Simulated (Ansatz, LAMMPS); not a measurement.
# Glassy CaAl2Si6O16 (125 atoms): geometry optimisation

How does glassy CaAl2Si6O16 (125 atoms) relax, and what do bonds, charges and levels look like afterwards?

Program: Ansatz 0.2.0. Level of theory: Kohn-Sham DFT, PBE, PAW (set soft_2), plane waves. Results are calculated unless marked as measured.

**What experiment says.** A Ca0.125Al0.25Si0.75O2 glass plate was measured by high-energy x-ray diffraction at 20 K and the Ca-O distance was fitted in the PDF (“Polyhedral units and network connectivity in calcium aluminosilicate glasses from high-energy x-ray diffraction”, 2000, arxiv:cond-mat/0007490): nearest Ca–O distance 2.32 Å; number of O about Ca 5.3.

### Step 1. The structure

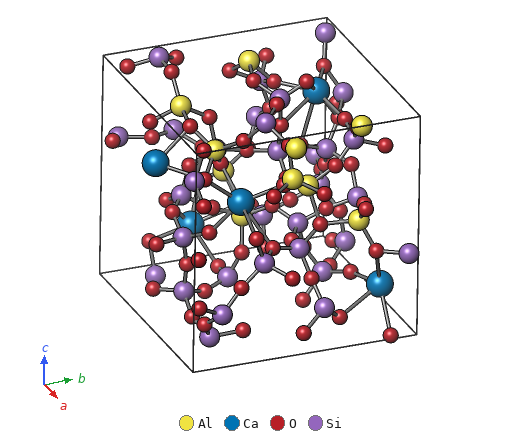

The starting structure, seen slightly off an axis (aluminium yellow, calcium blue, oxygen red, silicon purple). Bonds to atoms that aren't drawn are left out. Some periodic images of atoms are drawn too.

The cell holds 125 atoms: 10 Al, 5 Ca, 80 O and 30 Si. Cell: a = 11.753 Å, b = 11.753 Å, c = 11.753 Å, α = 90.0°, β = 90.0°, γ = 90.0°. 125 atoms (10 Al, 5 Ca, 80 O, 30 Si) placed at random at 2.61 g/cm³, melted at 4500 K for 20 ps at fixed volume with the Morse and Coulomb pair potential with partial charges (Pedone, Malavasi, Menziani, Cormack and Segre, J. Phys. Chem. B 110, 11780 (2006)). Quenched from 4500 K to 300 K at 10 K/ps and fixed volume, held 20 ps at zero pressure.

What the set-up can't give: The quench rate of 10 K/ps is orders of magnitude faster than experiment, which tends to freeze in extra defects. The network of bonds at the start is that of the classical potential that made the cell. The Brillouin zone is sampled at Γ only, in a cell whose shortest periodic width is 12 Å.

### Step 2. Single point at the start

A single point comes first, to see the forces before anything moves.

File input.yaml:

```yaml
crystal:
  lattice:
    - [11.75268, 0.0, 0.0]
    - [0.0, 11.75268, 0.0]
    - [0.0, 0.0, 11.75268]
  atoms:
    - { symbol: Al, position: [0.90781, 0.77729, 0.95352] }
    - { symbol: Al, position: [0.71307, 0.62387, 0.61921] }
    - { symbol: Al, position: [0.58129, 0.25973, 0.78334] }
    - { symbol: Al, position: [0.8447, 0.79751, 0.49028] }
    [... 115 atom lines left out ...]
    - { symbol: Si, position: [0.52991, 0.14543, 0.3814] }
    - { symbol: Si, position: [0.78174, 0.08509, 0.76136] }
    - { symbol: Si, position: [0.73485, 0.42082, 0.95043] }
    - { symbol: Si, position: [0.59379, 0.89671, 0.46509] }
    - { symbol: Si, position: [0.93159, 0.15671, 0.20586] }
    - { symbol: Si, position: [0.69995, 0.83119, 0.78888] }
kpoints:
  mp_grid: { grid: [1, 1, 1] }
hamiltonian:
  xc: pbe
scf:
  occupations: { method: gaussian, width: 0.025 }
output:
  forces: true
  stress: true
  populations: true
  dos:
    method: { smearing: { sigma: 0.1 } }
    de: 0.1
    projected: { site_lists: { Al: [Al], Ca: [Ca], O: [O], Si: [Si] } }
  eigenvalues: true
```

On the command line:

```bash
> ansatz run input.yaml --threads 4 --pin off --max-ram 8192MiB --backend cpu --events-out ev --progress --plain --runs-dir out
```

It took 15 s on 4 threads of Intel Xeon 6975P-C (Granite Rapids), shared host; peak memory 2.4 GiB.

Numbers from this run:

```
free energy                                      : -79066.8238 eV
free energy per atom                             : -632.5346 eV/atom
SCF cycles                                       : 9
pressure                                         : 7.382 GPa
r.m.s. force component                           : 1.221 eV/Å
longest force                                    : 5.769 eV/Å
Fermi energy                                     : 6.168 eV
gap (highest filled to lowest empty level) : 3.451 eV
spilling of the projection                       : 0.01272
```

The r.m.s. force component of 1.2 eV/Å and the pressure of 7.4 GPa set the starting point.

Neighbours are counted within 2.12 Å (O-Si), 2.43 Å (O-Al), 3.08 Å (O-Ca).

Length of the force by element and coordination:

```csv
element,coordination,atoms,mean length of the force (eV/Å),spread,least,most
Al,all,10,2.25,0.857,0.981,3.50
Al,4,9,2.34,0.859,0.981,3.50
Al,5,1,1.45,0,1.45,1.45
Ca,all,5,1.01,0.308,0.652,1.42
Ca,6,3,1.20,0.253,0.843,1.42
Ca,7,1,0.789,0,0.789,0.789
Ca,8,1,0.652,0,0.652,0.652
O,all,80,1.72,0.867,0.495,4.71
O,2,49,1.66,0.920,0.579,4.71
O,3,28,1.91,0.733,0.689,3.77
O,4,3,0.875,0.282,0.495,1.17
Si,all,30,2.33,1.09,0.419,5.77
```

### Step 3. Relaxation

The atoms are relaxed in the fixed cell, aiming at the force tolerance of the input.

input.yaml, the sections that differ from step 2:

```yaml
output:
  forces: true
relax:
  f_tol: 0.03
  max_steps: 200
# crystal, kpoints, hamiltonian, scf: as in step 2
```

It took 82 s on 4 threads; peak memory 2.3 GiB.

The steps of the relaxation:

```csv
step,energy less that of the first step (eV),largest force component (eV/Å)
1,0.0000,5.6686
2,-4.9697,3.5503
3,-8.0314,0.7819
4,-8.6878,1.2464
5,-9.0389,0.3233
6,-9.0904,0.3652
7,-9.1706,0.1181
8,-9.1852,0.0366
9,-9.1866,0.1348
10,-9.1891,0.0421
11,-9.1896,0.0142
```

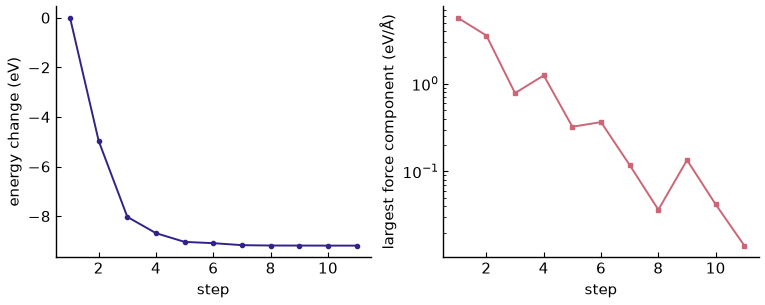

Energy and largest force along the relaxation.

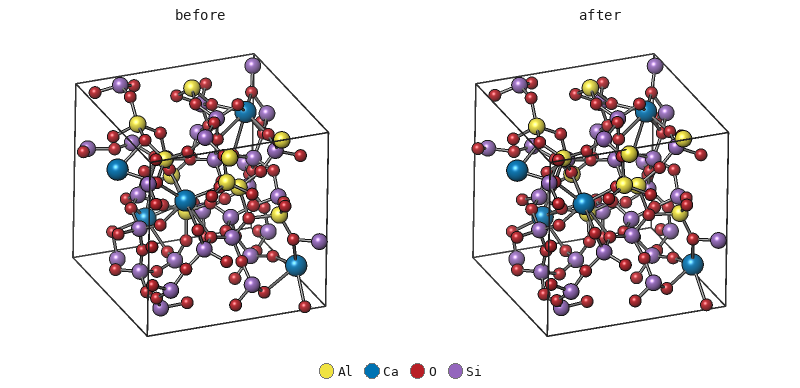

Before and after, at one scale. Bonds to atoms that aren't drawn are left out.

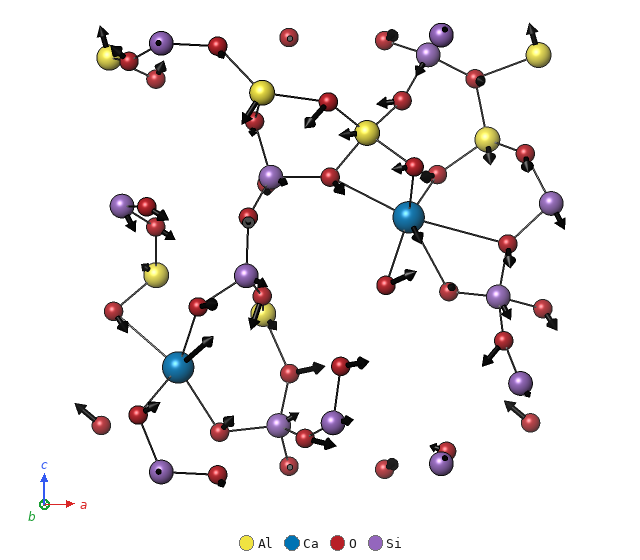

Displacements in the relaxation, exaggerated; the longest in the cell stands for 0.48 Å. Drawn is a slice 4 Å thick, seen along the normal of the ac plane. Bonds to atoms that aren't drawn are left out.

The atoms that moved most (Å):

```
atom      dx      dy      dz  length
Ca11   0.259  -0.297   0.270   0.478
 O29  -0.290   0.136  -0.312   0.447
 O88  -0.274  -0.246   0.137   0.393
 O47  -0.217  -0.259  -0.198   0.391
 O91  -0.038   0.202   0.304   0.367
 O20   0.131  -0.313   0.056   0.344
 O50   0.238  -0.187   0.129   0.329
 O69   0.294   0.097   0.051   0.313
```

The relaxation changed the energy by -73.5 meV/atom, and atoms moved by 0.19 Å r.m.s., 0.48 Å at most.

### Step 4. Distances and neighbours after relaxation

Bonds before and after, by the cutoffs listed below:

```csv
pair,bonds before,bonds after,mean before (Å),mean after (Å),spread before (Å),spread after (Å)
O-Si,120,120,1.615,1.634,0.043,0.032
O-Al,41,41,1.760,1.783,0.101,0.079
O-Ca,32,32,2.550,2.476,0.199,0.207
```

Density 2.65 g/cm³, 12.99 Å³ an atom.

g(r), total and by pair (bins of 0.2 Å):

| r (Å) | total | O-O | O-Si | O-Al | O-Ca | Si-Si | Si-Al |
| --- | --- | --- | --- | --- | --- | --- | --- |
| 1.50 | 0.50 | 0.00 | 1.62 | 0.00 | 0.00 | 0.00 | 0.00 |
| 1.70 | 3.99 | 0.00 | 10.52 | 7.49 | 0.00 | 0.00 | 0.00 |
| 1.90 | 0.29 | 0.00 | 0.00 | 2.78 | 0.00 | 0.00 | 0.00 |
| 2.10 | 0.07 | 0.00 | 0.00 | 0.19 | 1.06 | 0.00 | 0.00 |
| 2.30 | 0.14 | 0.04 | 0.00 | 0.00 | 2.46 | 0.00 | 0.00 |
| 2.50 | 0.57 | 1.00 | 0.00 | 0.00 | 3.13 | 0.00 | 0.00 |
| 2.70 | 2.00 | 4.60 | 0.00 | 0.00 | 1.52 | 0.00 | 0.90 |
| 2.90 | 0.69 | 1.13 | 0.06 | 0.09 | 0.40 | 1.34 | 1.74 |
| 3.10 | 0.99 | 0.97 | 0.20 | 0.60 | 0.17 | 4.32 | 3.37 |
| 3.30 | 0.83 | 0.74 | 0.79 | 0.82 | 0.14 | 0.68 | 2.03 |
| 3.50 | 0.97 | 0.80 | 1.22 | 1.51 | 0.67 | 0.00 | 0.18 |
| 3.70 | 0.83 | 0.59 | 1.18 | 1.01 | 0.93 | 0.00 | 0.77 |
| 3.90 | 1.11 | 0.58 | 1.85 | 1.80 | 1.06 | 0.46 | 0.28 |
| 4.10 | 1.17 | 0.65 | 1.90 | 1.49 | 1.43 | 0.68 | 0.91 |
| 4.30 | 1.25 | 0.83 | 1.73 | 1.79 | 0.96 | 1.09 | 1.17 |
| 4.50 | 0.99 | 0.92 | 0.80 | 1.08 | 1.98 | 1.50 | 0.96 |
| 4.70 | 1.01 | 1.15 | 0.77 | 0.66 | 1.61 | 1.16 | 1.38 |
| 4.90 | 1.12 | 1.54 | 0.55 | 0.74 | 1.02 | 1.97 | 1.25 |
| 5.10 | 1.04 | 1.47 | 0.63 | 0.72 | 0.94 | 0.94 | 1.23 |
| 5.30 | 1.04 | 1.31 | 0.78 | 0.65 | 0.81 | 1.28 | 1.06 |
| 5.50 | 0.94 | 1.01 | 0.88 | 0.80 | 0.37 | 1.33 | 1.22 |
| 5.70 | 0.92 | 0.78 | 1.17 | 0.90 | 0.40 | 0.97 | 1.06 |

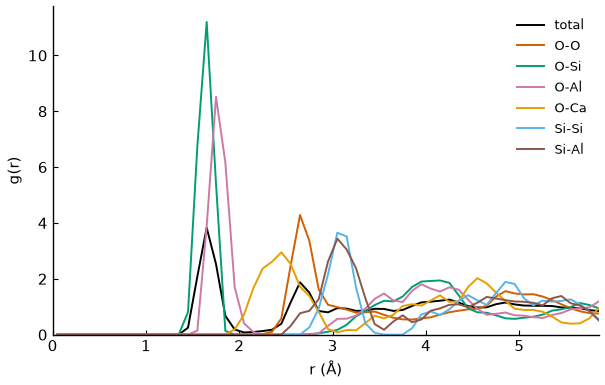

Pair distribution functions, lightly smoothed.

Bonds by pair of elements; cutoffs follow the first minimum of g(r), held within bounds set by covalent radii, and pairs that aren't listed don't count as bonded:

```
pair A-B  cutoff (Å)  bonds  mean length (Å)  spread (Å)  shortest (Å)  B about A  A about B
    O-Si        2.08    120             1.63       0.032          1.57        1.5          4
    O-Al        2.43     41             1.78       0.079          1.70      0.512        4.1
    O-Ca        3.02     32             2.48       0.207          2.08        0.4        6.4
```

How many atoms have how many bonded neighbours:

```csv
element,mean,2,3,4,5,6,8
Al,4.1,0,0,9,1,0,0
Ca,6.4,0,0,0,0,4,1
O,2.41,50,27,3,0,0,0
Si,4,0,0,30,0,0,0
```

Bond angles (no mean is given where the spread exceeds 20°):

| angle | count | mean (°) | spread (°) |
| --- | --- | --- | --- |
| O-Si-O | 180 | 109 | 5.6 |
| O-Ca-O | 88 | - | - |
| O-Al-O | 64 | 109 | 13.7 |
| Ca-O-Si | 44 | 112 | 18.2 |
| Si-O-Si | 42 | 144 | 14.8 |

Oxygen atoms by the number of network formers (Si, P, Ge, B, Al, As, Ga) bound to them:

```
network formers bound to O  O atoms  per cent
                         0        0         0
                         1        4         5
                         2       71      88.8
                         3        5       6.2
```

Network units: each former by its oxygen neighbours and how many of them bridge to another former:

```
former  O neighbours  bridging O  atoms
    Si             4           3      4
    Si             4           4     26
    Al             4           4      9
    Al             5           5      1
```

Bond length by coordination (bonds to H left out):

| element | coordination | atoms | mean bond length (Å) |
| --- | --- | --- | --- |
| Al | 4 | 9 | 1.77 |
| Al | 5 | 1 | 1.89 |
| Ca | 6 | 4 | 2.46 |
| Ca | 8 | 1 | 2.53 |
| O | 2 | 50 | 1.66 |
| O | 3 | 27 | 1.95 |
| O | 4 | 3 | 2.11 |

Rings of the network by King's shortest-path rule, up to 12 atoms, one path for each pair of neighbours; H, halogens, alkali and alkaline-earth atoms are left out, and the last column divides by all other atoms, bonded or not:

```csv
ring size (atoms),rings,per network atom
4,2,0.017
6,2,0.017
8,10,0.083
10,16,0.133
12,29,0.242
```

First main peaks of g(r), for some of the pairs, lie near 2.7 Å (O-O), 1.6 Å (O-Si), 1.8 Å (O-Al), 2.4 Å (O-Ca), 3.1 Å (Si-Si) and 3.1 Å (Si-Al). Counting bonds as in the table, 90 % of Al atoms have 4, 80 % of Ca atoms have 6, 62 % of O atoms have 2 and all Si atoms have 4 bonded neighbours. The O-Si-O angle averages 109° with a spread of 6°. 89 % of the oxygens bridge two formers (Si and Al) and 5 % are non-bridging; 6 % join three. The commonest Si unit has 4 oxygens, 4 of them shared with other formers (26 of 30 atoms). Rings of 12 atoms are the most common (49 % of those counted); sizes run from 4 to 12, where the search stops.

### Step 5. Single point at the relaxed geometry

One more single point at the end of the walk gives the fuller output and checks the residual forces.

File input.yaml:

```yaml
crystal:
  lattice:
    - [11.75268, 0.0, 0.0]
    - [0.0, 11.75268, 0.0]
    - [0.0, 0.0, 11.75268]
  atoms:
    - { symbol: Al, position: [0.91677, 0.78224, 0.96339] }
    - { symbol: Al, position: [0.70835, 0.61946, 0.62737] }
    - { symbol: Al, position: [0.56531, 0.2582, 0.78243] }
    - { symbol: Al, position: [0.83862, 0.80298, 0.49637] }
    [... 115 atom lines left out ...]
    - { symbol: Si, position: [0.5447, 0.13945, 0.38148] }
    - { symbol: Si, position: [0.77598, 0.09217, 0.76449] }
    - { symbol: Si, position: [0.72803, 0.41635, 0.93953] }
    - { symbol: Si, position: [0.59316, 0.89802, 0.46502] }
    - { symbol: Si, position: [0.93494, 0.157, 0.20084] }
    - { symbol: Si, position: [0.69655, 0.83622, 0.80785] }
kpoints:
  mp_grid: { grid: [1, 1, 1] }
hamiltonian:
  xc: pbe
scf:
  occupations: { method: gaussian, width: 0.025 }
output:
  forces: true
  stress: true
  populations: true
  dos:
    method: { smearing: { sigma: 0.08 } }
    de: 0.1
    projected: { site_lists: { Al: [Al], Ca: [Ca], O: [O], Si: [Si] } }
  eigenvalues: true
  write_density: true
  write_potential: true
  volumetric_format: npy
  elf: true
```

It took 16 s on 4 threads; peak memory 2.4 GiB; 58 s of CPU time.

The run gave:

* free energy: -79076.0134 eV
* free energy per atom: -632.6081 eV/atom
* SCF cycles: 9
* pressure: 2.368 GPa
* r.m.s. force component: 0.00363 eV/Å
* longest force: 0.01534 eV/Å
* Fermi energy: 6.005 eV
* gap (highest filled to lowest empty level): 3.889 eV
* spilling of the projection: 0.0128

Löwdin charges by element and coordination (they lack the spilled electrons, 0.070 e an atom on average):

```
element  coordination  atoms  mean charge (e)  spread   least    most
     Al           all     10             1.34   0.031    1.26    1.38
     Al             4      9             1.34  0.0324    1.26    1.38
     Al             5      1             1.35       0    1.35    1.35
     Ca           all      5             1.81  0.0129    1.79    1.83
     Ca             6      4             1.82  0.0054    1.81    1.83
     Ca             8      1             1.79       0    1.79    1.79
      O           all     80           -0.827  0.0587   -1.04  -0.754
      O             2     50           -0.811  0.0515   -1.00  -0.757
      O             3     27           -0.853  0.0625   -1.04  -0.754
      O             4      3           -0.862  0.0323  -0.906  -0.828
     Si           all     30             1.75  0.0291    1.68    1.81
```

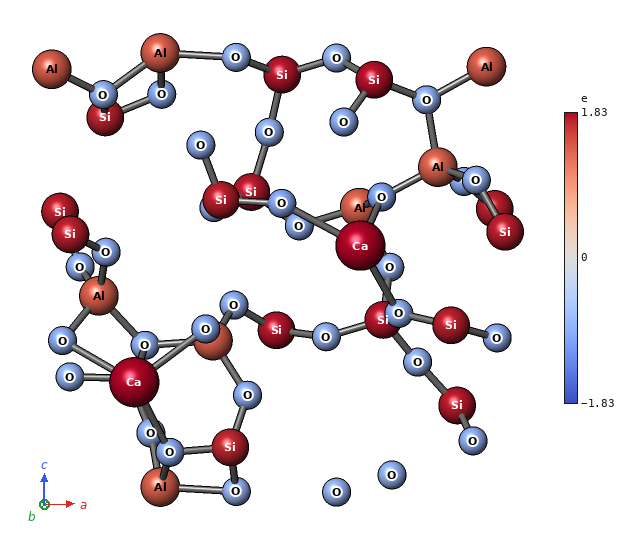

Atoms coloured by Löwdin charge. Drawn is a slice 4 Å thick, seen along the normal of the ac plane. Bonds to atoms that aren't drawn are left out.

States in the cell by windows of 1 eV, zero at the Fermi level; the larger projections on atomic orbitals stand beside the total:

```
from (eV)  to (eV)  total   O p  Si p
      -10       -9   24.0  17.3   2.6
       -9       -8   43.3  33.1   6.5
       -8       -7   38.1  29.7   4.5
       -7       -6   63.5  52.6   5.0
       -6       -5   78.6  70.2   3.2
       -5       -4   91.2  85.0   2.0
       -4       -3   79.9  76.0   1.1
       -3       -2   27.2  26.0   0.4
       -2       -1    1.1   1.1   0.0
       -1        1    0.0   0.0   0.0
        1        2    1.9   0.0   0.0
        2        3    0.6   0.0   0.0
        3        4   23.3   1.7   2.8
        4        5   45.1   3.1   6.7
```

The curve was stored every 0.10 eV, coarse against its broadening of 0.08 eV, so these counts are rough.

Between -26 and -10 eV lie 223 more states.

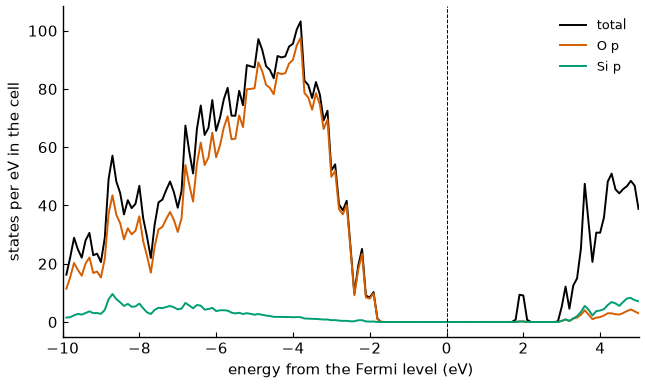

Total and projected density of states, with the broadening of the input.

The levels nearest the highest filled one (over half full), pooled over k-points and spins:

```
level less the highest filled one (eV)  occupation
                                -0.623           2
                                -0.573           2
                                -0.385           2
                                -0.281           2
                                -0.233           2
                                     0           2
                                  3.89           0
                                  5.02           0
                                  5.26           0
                                  5.40           0
                                  5.50           0
                                  5.53           0
```

Mean Löwdin charges: Al +1.34, Ca +1.81, O -0.83, Si +1.75 e (they miss 1.3 % of the electrons, so they add up to more than the cell's charge).

1 further run on a deliberately doubtful input is not shown.

### Step 6. Results

| Property | Result |
| --- | --- |
| energy change in the relaxation | -73.52 meV/atom |
| r.m.s. displacement | 0.194 Å |
| largest displacement | 0.478 Å |
| free energy per atom | -632.6081 eV/atom |
| pressure | 2.368 GPa |
| r.m.s. force component | 0.00363 eV/Å |
| gap (highest filled to lowest empty level) | 3.889 eV |
| wall time of the 3 DFT runs | 1.9 min |

In words: Relaxation lowers the energy by 73.5 meV/atom and moves atoms by 0.19 Å r.m.s.; the r.m.s. force component goes from 1.2 to 0.0036 eV/Å, the pressure goes from 7.4 to 2.4 GPa, and the gap from 3.45 to 3.89 eV. By the final cutoffs no bond was broken or made. From the first step to the last the energy fell by 9.190 eV, and the largest move was 0.48 Å (Ca11). The O-Ca bonds change most in mean length: from 2.550 Å (spread 0.199) to 2.476 Å (spread 0.207). Counting bonds as in the table, 90 % of Al atoms have 4, 80 % of Ca atoms have 6, 62 % of O atoms have 2 and all Si atoms have 4 bonded neighbours. 89 % of the oxygens bridge two formers (Si and Al) and 5 % are non-bridging; 6 % join three. The highest filled and lowest empty levels differ by 3.89 eV (at Γ alone); a semilocal functional tends to put such gaps too low. In a disordered cell it changes from sample to sample, and tail or defect levels can set it.

Caveats: The starting topology of bonds comes from the classical model; DFT moved the atoms only locally, and no bond changed. The stress is far from hydrostatic: its diagonal is 0.7, 4.1, 2.3 GPa, compression counted positive. The pressure of 2.4 GPa means that a free cell would grow at this level.

Against the measurements quoted at the start:

```csv
quantity,measured,this cell,difference,method of the measurement
nearest Ca–O distance,2.32 Å,2.42 Å,+4.3 %,"high-energy XRD, PDF Gaussian fit"
number of O about Ca,5.3,6.4,+20.8 %,"high-energy XRD, PDF Gaussian fit"
```

The cell differs from the measured distances by up to 4.3 % and neighbour counts by up to 20.8 %. Distances of this cell are positions of the first main peak of g(r), or bond means where the peak is narrow; means over all bonds within a cutoff lie farther out for broad shells. The network comes from the model that made the cell; DFT moved the atoms only locally, and no bond changed. Our coordination numbers hang on a cutoff, and experiments count neighbours in their own ways.

[Logs are printed without paths, hosts, clocks, repeated set-up lines and the standing remarks that a program may print on its own settings, such as how far it seeks lower states.]

[Hosts, paths, dates, database ids (printed as entryN), source tags and the programs' standing remarks are cut or masked in the printed files.]
